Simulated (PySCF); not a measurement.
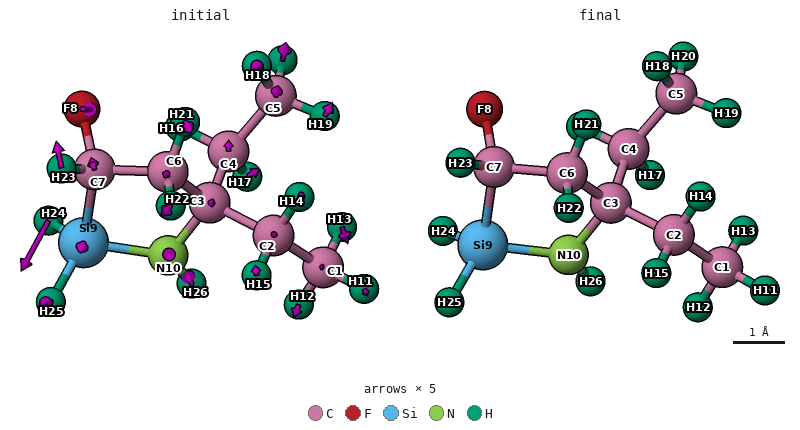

The structure of C7H16FNSi before (left) and after (right) a relaxation, at one scale. The purple arrows give the displacements, magnified 5 times.

The picture is a ball-and-stick view, seen face on.

The start comes from GFN2-xTB. Its atoms were then displaced at random by about 0.01 Å.

These are results of PySCF, PBE0-D3(BJ)/def2-SVP geometry optimisation, gas phase, not measurements. 

Question: What changed between the two?

Answer: H24 moves most after the best rigid fit: 0.24 Å. By element the largest moves are H 0.24 Å, F 0.15 Å, N 0.08 Å, Si 0.07 Å, C 0.07 Å. Near-neighbour distances that change, for instance: C1–H11 1.061 → 1.101 Å, C1–H12 1.072 → 1.102 Å, Si9–N10 1.703 → 1.732 Å, C1–H13 1.126 → 1.101 Å. Bond angles that change, for instance: H24–Si9–H25 112.1° → 107.3°, N10–Si9–H25 109.7° → 114.2°, C2–C1–H13 108.6° → 112.4°. Over 8 geometry steps the energy falls by 5.71 kcal/mol. Cost: 5.1 min on 1 thread of Arm Neoverse V2, with other jobs on the host.
